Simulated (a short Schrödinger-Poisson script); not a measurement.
Structure: gated In0.52Al0.48As/In0.53Ga0.47As δ-doped gas in a quantum well, at 300 K.

```csv
layer,material,thickness (nm),Na (cm⁻³)
1,In0.52Al0.48As,8,-
2,In0.52Al0.48As,3,-
3,In0.53Ga0.47As,20,-
4,In0.52Al0.48As,4000,1e15
```

The device is made up for the run: typed textbook-type constants, with dimensions and the other settings drawn at random. In0.52Al0.48As: permittivity 12.5, conduction-band edge (eV) 0.52, gap (eV) 1.45, electron mass (mₑ) 0.075, Nv at 300 K (cm⁻³) 1.1e19. In0.53Ga0.47As: permittivity 13.9, conduction-band edge (eV) 0, gap (eV) 0.74, Nv at 300 K (cm⁻³) 7.7e18.

Channel valleys (confinement mass, in-plane density-of-states mass, number): Γ 0.041, 0.041, 1. At the gate the conduction-band edge of layer 1 lies 0.65 eV − eVg above the Fermi level of the channel; the field vanishes at the back. Sheet of ionised δ-doping: +5.7e12 e/cm² at 8 nm from the gate. The barrier under the gate holds no holes. Gaps are held at their typed values at every temperature. Mesh 0.08 nm at interfaces.

Solved with a short Schrödinger-Poisson script written for these runs: 1D Poisson equation in equilibrium, electrons quantum, Hartree plus LDA exchange-correlation (BenDaniel-Duke, 40 states a valley, the channel's in-plane mass for all, wave functions free to enter the barrier), parabolic valleys, classical holes, full ionisation, no traps, pinning or gate leakage.

Only gate voltages with over 1e8 electrons/cm² are shown.

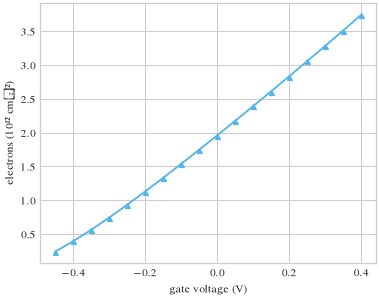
*Sheet density against gate voltage*

```tsv
Vg (V)	electrons (cm⁻²)	in the channel layer	C (μF/cm²)	Γ E0 (meV)	Γ E1 (meV)
0.4	3.74e12	3.56e12	0.745	-156.8	-48.9
0.35	3.51e12	3.35e12	0.735	-148.3	-44.7
0.3	3.28e12	3.15e12	0.727	-139.7	-40.4
0.25	3.05e12	2.94e12	0.720	-131.0	-36.1
0.2	2.83e12	2.73e12	0.714	-122.3	-31.6
0.15	2.61e12	2.52e12	0.707	-113.5	-27.0
0.1	2.39e12	2.32e12	0.700	-104.6	-22.2
0.05	2.17e12	2.11e12	0.693	-95.7	-17.3
0	1.96e12	1.91e12	0.685	-86.7	-12.1
-0.05	1.74e12	1.71e12	0.676	-77.5	-6.7
-0.1	1.54e12	1.50e12	0.665	-68.2	-0.9
-0.15	1.33e12	1.31e12	0.653	-58.7	5.3
-0.2	1.13e12	1.11e12	0.638	-49.0	12.1
-0.25	9.33e11	9.19e11	0.620	-38.7	19.5
-0.3	7.43e11	7.34e11	0.597	-27.9	28.0
-0.35	5.62e11	5.56e11	0.565	-16.1	37.8
-0.4	3.93e11	3.89e11	0.522	-2.6	49.8
-0.45	2.40e11	2.39e11	0.455	13.8	65.1
```

Subbands count from the Fermi level.

Above a few 1e12 electrons/cm² a light Γ valley is non-parabolic and upper valleys begin to fill, which the model leaves out.
